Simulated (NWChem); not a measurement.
**One shape, several levels: BI3 (boron triiodide)**

Wanted: a comparison of 6 runs (HF/STO-3G, HF/def2-SVP, HF/3-21G, PBE0/def2-SVPD, MP2/def2-SVP, CCSD/STO-3G) of BI3 (boron triiodide). 

Program for the calculation: NWChem 7.3.0.

1 further run of the same task is left out (set aside as unsound or not needed).

### 1 Starting point

The species is BI3 (4 atoms), meant as a singlet with charge 0. SMILES: `IB(I)I`. The coordinates come from a PBE0-D4/def2-TZVP relaxation.

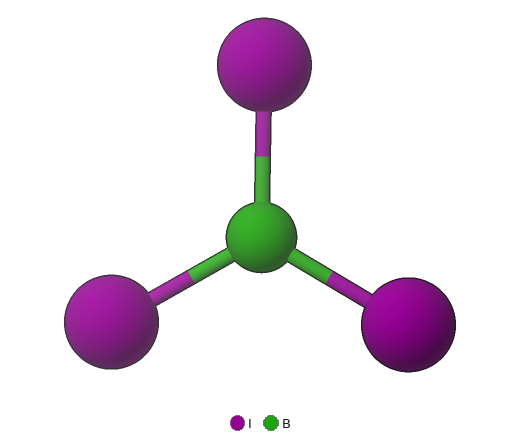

Viewed from a chosen angle; iodine purple, boron green.

### 2 Energy and gradient at HF/STO-3G (run 1)

Contents of test.nw:

```
start test
memory stack 880 mb heap 220 mb global 1100 mb
charge 0
geometry units bohr noautosym nocenter noautoz
 I   -2.47270663  -0.55784715   3.05304153
 B    0.02626719  -0.02853486  -0.00963760
 I    3.54663799  -1.90163140  -0.05725870
 I   -0.99494080   2.37406293  -3.02450666
end
basis spherical bse
 * library STO-3G
end
scf
 thresh 1e-08
 maxiter 80
 print medium
end
task scf gradient
```

The run is started by

```
nwchem test.nw > test.out
```

What it wrote:

```text
[...]
  functions       =    86
[...]
  wavefunction    = RHF
[...]
         Total SCF energy = -20576.536859857988
      One-electron energy = -31189.166221513697
      Two-electron energy =   9193.305903667522
 Nuclear repulsion energy =   1419.323457988186
        Time for solution =     13.6s
[...]
                         RHF ENERGY GRADIENTS
    atom               coordinates                        gradient
                 x          y          z           x          y          z
   1 I      -2.472707  -0.557847   3.053042    0.003792   0.000799  -0.004636
   2 B       0.026267  -0.028535  -0.009638    0.000017  -0.000012  -0.000008
   3 I       3.546638  -1.901631  -0.057259   -0.005366   0.002857   0.000074
   4 I      -0.994941   2.374063  -3.024507    0.001556  -0.003644   0.004570
[...]
```

It took 17 s on 1 thread of AMD EPYC 9R45 (Zen 5), shared host; peak memory 0.1 GiB.

### 3 Energy and forces at HF/def2-SVP (core potential) (run 2)

Contents of run.py:

```python
from ase import Atoms
from ase.calculators.nwchem import NWChem

system = Atoms(['I', 'B', 'I', 'I'], positions=[
    [-1.308500, -0.295200, 1.615600],
    [0.013900, -0.015100, -0.005100],
    [1.876800, -1.006300, -0.030300],
    [-0.526500, 1.256300, -1.600500],
])

calc = NWChem(
    label='struct',
    theory='scf',
    memory='2200 mb',
    basis='def2-SVP',
    basispar='spherical bse',
    scf={'nopen': '0', 'rhf': None, 'thresh': '1e-08', 'maxiter': '80'},
    **{'ecp bse': {'I library': 'def2-SVP'}},
)
system.calc = calc

forces = system.get_forces()
print("Total energy (eV):", round(system.get_potential_energy(), 6))
print("forces (eV/A):")
for s, f in zip(system.symbols, forces):
    print(f"{s:2s} {f[0]:10.5f} {f[1]:10.5f} {f[2]:10.5f}")
print("dipole (e A):", system.get_dipole_moment().round(4))
```

The run is started by

```
export ASE_NWCHEM_COMMAND="nwchem PREFIX.nwi > PREFIX.nwo"
python run.py
```

What it wrote:

```text
Total energy (eV): -24889.964188
forces (eV/A):
I    -0.33275   -0.07029    0.40737
B    -0.00077    0.00051    0.00031
I     0.46979   -0.25007   -0.00638
I    -0.13627    0.31985   -0.40130
dipole (e A): [ 0.0001 -0.     -0.    ]
```

The calculator wrote struct.nwi:

```
title "struct"

permanent_dir struct

scratch_dir struct

start struct

geometry units angstrom nocenter noautosym noautoz
  I  -1.3085000000000000e+00 -2.9520000000000002e-01 1.6155999999999999e+00
  B  1.3899999999999999e-02 -1.5100000000000001e-02 -5.1000000000000004e-03
  I  1.8768000000000000e+00 -1.0063000000000000e+00 -3.0300000000000001e-02
  I  -5.2649999999999997e-01 1.2563000000000000e+00 -1.6005000000000000e+00
end

memory 2200 mb

basis spherical bse noprint
   * library def2-SVP
end

scf
  nopen 0
  rhf
  thresh 1e-08
  maxiter 80
end
ecp bse
  I library def2-SVP
end

task scf gradient
```

struct.nwo:

```text
Northwest Computational Chemistry Package (NWChem) 7.3.0
             --------------------------------------------------------

           Job information
           ---------------

    nwchem branch   = 7.3.0
    use scalapack   = T
    input           = struct.nwi
    prefix          = struct.
    data base       = struct/struct.db
    status          = startup
    nproc           =        1

           Memory information
           ------------------

    heap     =     72089596 doubles =      550.0 Mbytes
    stack    =     72089601 doubles =      550.0 Mbytes
    global   =    144179200 doubles =     1100.0 Mbytes (distinct from heap & stack)
    total    =    288358397 doubles =     2200.0 Mbytes
    verify   = yes
    hardfail = no

[... 123 lines left out ...]
 Convergence threshold     :          1.000E-08
[... 12 lines left out ...]
       Final RHF  results
[... 3 lines left out ...]
      One-electron energy =  -2315.049469759550
[... 1 line left out ...]
 Nuclear repulsion energy =    365.474962725342
[... 58 lines left out ...]
                       ROHF Final Molecular Orbital Analysis
[... 220 lines left out ...]
  wavefunction    =   RHF

                         RHF ENERGY GRADIENTS

    atom               coordinates                        gradient
                 x          y          z           x          y          z
   1 I      -2.472706  -0.557847   3.053041    0.006471   0.001367  -0.007922
   2 B       0.026267  -0.028535  -0.009638    0.000015  -0.000010  -0.000006
   3 I       3.546638  -1.901631  -0.057259   -0.009136   0.004863   0.000124
   4 I      -0.994941   2.374063  -3.024506    0.002650  -0.006220   0.007804

                 ----------------------------------------
                 |  Time  |  1-e(secs)   |  2-e(secs)   |
                 ----------------------------------------
                 |  CPU   |       0.09   |       2.19   |
                 ----------------------------------------
                 |  WALL  |       0.09   |       2.19   |
                 ----------------------------------------

 Task  times  cpu:       15.1s     wall:       15.1s
 Total times  cpu:       15.2s     wall:       15.2s
```

It took 16 s on 1 thread of AMD EPYC 9R45 (Zen 5), shared host; peak memory 0.1 GiB.

Runs 3 to 4 aren't shown in full; the table further down has their settings and results.

### 4 Energy and forces at MP2/def2-SVP (core potential) (run 5)

Contents of job.nw:

```
start job
title "BI3"
memory total 2200 mb

geometry units atomic noautosym nocenter noautoz
I     -2.47270663    -0.55784715     3.05304153
B      0.02626719    -0.02853486    -0.00963760
I      3.54663799    -1.90163140    -0.05725870
I     -0.99494080     2.37406293    -3.02450666
end

basis spherical bse
* library def2-SVP
end

ecp bse
I library def2-SVP
end

scf
thresh 1e-08
maxiter 80
end

mp2
freeze core 13
tight
end

task mp2 gradient
```

The run is started by

```
nwchem job.nw > job.out
```

What it wrote:

```text
[...]
  functions       =    92
[...]
  wavefunction    = RHF
[...]
         Total SCF energy =   -914.689320332061
      One-electron energy =  -2315.049417387288
      Two-electron energy =   1034.885160519082
 Nuclear repulsion energy =    365.474936536145
        Time for solution =     12.3s
[...]
          Total MP2 energy          -915.134753959020
[...]
                         mp2 ENERGY GRADIENTS
    atom               coordinates                        gradient
                 x          y          z           x          y          z
   1 I      -2.472707  -0.557847   3.053042    0.003033   0.000640  -0.003709
   2 B       0.026267  -0.028535  -0.009638    0.000014  -0.000010  -0.000006
   3 I       3.546638  -1.901631  -0.057259   -0.004292   0.002285   0.000059
   4 I      -0.994941   2.374063  -3.024507    0.001244  -0.002915   0.003657
[...]
```

Wall time 33 s (1 thread of AMD EPYC 9R45 (Zen 5), shared host); peak memory 0.44 GiB.

### 5 The energy at CCSD/STO-3G (run 6)

Contents of struct.nw:

```
start struct
memory stack 880 mb heap 220 mb global 1100 mb
charge 0

geometry units atomic noautosym nocenter noautoz
I   -2.47270663  -0.55784715   3.05304153
B    0.02626719  -0.02853486  -0.00963760
I    3.54663799  -1.90163140  -0.05725870
I   -0.99494080   2.37406293  -3.02450666
end

basis "ao basis" spherical bse
I library STO-3G
B library STO-3G
end

scf
thresh 1e-08
maxiter 80
end

ccsd
freeze core 55
maxiter 60
end

task ccsd
```

The run is started by

```
nwchem struct.nw > struct.out
```

What it wrote:

```text
[...]
  functions       =    86
[...]
  wavefunction    = RHF
[...]
         Total SCF energy = -20576.536859857988
      One-electron energy = -31189.166221513697
      Two-electron energy =   9193.305903667522
 Nuclear repulsion energy =   1419.323457988186
        Time for solution =     13.7s
[...]
 Total MP2 energy:         -20576.609762082676752
[...]
             energy      energy      error      ampl     ampl      Block
                                                time     time      time
[...]
 Total CCSD energy:         -20576.618541382042167
[...]
```

It took 66 s on 1 thread of AMD EPYC 9R45 (Zen 5), shared host; peak memory 0.32 GiB.

### 6 The series

| run | level | core potential | iteration cap | energy (Eh) | dipole moment (D) | HOMO energy (eV) | LUMO energy (eV) | wall time |
| --- | --- | --- | --- | --- | --- | --- | --- | --- |
| 1 | HF/STO-3G | – | 80 | -20576.536860 | 0.00 | -7.68 | 4.62 | 17 s |
| 2 | HF/def2-SVP (core potential) | def2-SVP | 80 | -914.689320 | 0.00 | -9.81 | 0.81 | 16 s |
| 3 | HF/3-21G | – | 80 | -20686.507259 | 0.00 | -9.75 | 0.71 | 18 s |
| 4 | PBE0/def2-SVPD (core potential) | def2-SVPD | 100 | -918.016996 | 0.00 | -7.39 | -2.57 | 29 s |
| 5 | MP2/def2-SVP (core potential) | def2-SVP | 80 | -915.134754 | 0.00 | -9.81 | 0.81 | 33 s |
| 6 | CCSD/STO-3G | – | 80 | -20576.618541 | – | -7.68 | 4.62 | 66 s |

### 7 Results

```
                                           quantity            value
                                run 6: total energy  -20576.61854 Eh
         run 6: HOMO energy (Hartree–Fock orbitals)         -7.68 eV
         run 6: LUMO energy (Hartree–Fock orbitals)          4.62 eV
       run 6: HOMO–LUMO gap (Hartree–Fock orbitals)         12.29 eV
run 6: correlation energy (55 core orbitals frozen)        -81.7 mEh
```

**Reading.** Over runs 1, 2, 3, 4 the HOMO–LUMO gap runs from 4.82 eV (PBE0/def2-SVPD) to 12.29 eV (HF/STO-3G). The two ends differ in method and basis and core potential. Some runs of one species differ in core potentials or relativity; totals across that change don't compare. In runs 1, 6 the basis is minimal, so the values are rough. In runs 1, 3, 6 relativity is left out where basis or elements ask for it. All runs together took 3 min, the longest 66 s.
